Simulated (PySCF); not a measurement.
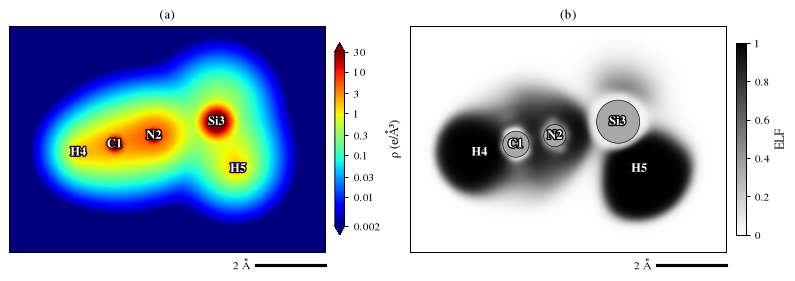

The picture shows: CH₄NSi (SMILES C#[N+][SiH3]) (charge +1). (a) electron density; (b) ELF on the plane of atoms N2, Si3 and H5. Grey discs cover the atomic cores in the ELF map.

Geometry: PBE0-D3(BJ)/def2-SVP.

Method: Gaussian-basis quantum chemistry of an isolated molecule with PySCF, energy and nuclear gradient, functional PBE0 (PySCF).

```xyz
7

C    -0.3866    0.5436    0.8244
N    -1.4717    0.1924    0.9351
Si   -3.2424   -0.3802    1.1130
H     0.6469    0.8780    0.7194
H    -3.3879   -0.4033    2.5836
H    -3.9622    0.6953    0.3992
H    -3.1858   -1.6936    0.4376
```

Read the bonding off the picture.

The plane passes through C, N, Si and H nuclei. C–N (1.15 Å): ρ at the midpoint is about 3.7 e/Å³; the ELF peaks at about 0.85 between the atoms; a multiple bond. Si–N (1.87 Å): the density is about 0.75 e/Å³ at the midpoint; the ELF peaks at about 0.95 between the atoms; a polar covalent bond. C–H (1.09 Å): the density is about 2.2 e/Å³ at the midpoint; the ELF climbs to about 1 towards the hydrogen, as it does in any bond to H; a covalent bond by its length. Si–H (1.48 Å): ρ is about 0.87 e/Å³ halfway; the ELF climbs to about 1 towards the hydrogen.
